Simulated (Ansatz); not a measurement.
AlN (wurtzite)

```
CELL_PARAMETERS angstrom
      3.12980     0.00000     0.00000
     -1.56490     2.71049     0.00000
      0.00000     0.00000     5.01733
ATOMIC_POSITIONS crystal
  Al 0.66667 0.33333 0.00337
  Al 0.33333 0.66667 0.50337
  N  0.66667 0.33333 0.62183
  N  0.33333 0.66667 0.12183
```

Grid over V/V₀ and (c/a)/(c/a)₀, subscript 0 meaning the relaxed cell; the conventional c axis lies along z; no internal relaxation.

Method: PBE (plane waves to 420 eV, PAW, scalar-relativistic; Ansatz, an electronic-structure program). k mesh 12×12×7 (Γ-centred), Fermi-Dirac smearing 0.05 eV. E stands for the smeared free energy. As the atoms are clamped, bonds stretch with the cell, which overstates energies and stresses. AlN was relaxed with its symmetry unable to fall. The PAW data are Ansatz's earlier set. The zero of ΔE is the relaxed starting cell.

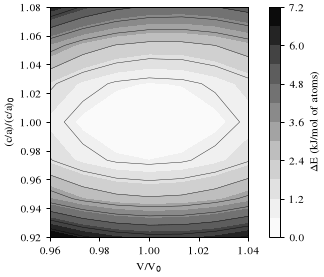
ΔE (kJ/mol of atoms) over the 7×7 grid of computed points.

The modulus against c/a change at fixed volume, (3/4V)·∂²E/∂(ln c/a)² (fit, atoms clamped) is 191 GPa, an upper bound as the atoms could relax. Highest place on the grid: V/V₀ = 0.960, (c/a)/(c/a)₀ = 0.920 (74.4 meV/atom). Lowest place on the grid: V/V₀ = 1.000, (c/a)/(c/a)₀ = 1.000 (0.0 meV/atom).

Near the relaxed cell σzz − σxx = −2Cδ (compression positive), C being this modulus and δ the logarithm of the ratio.

(A scan under strain: stresses follow from slopes of the energy per volume, elastic moduli from its curvatures.)
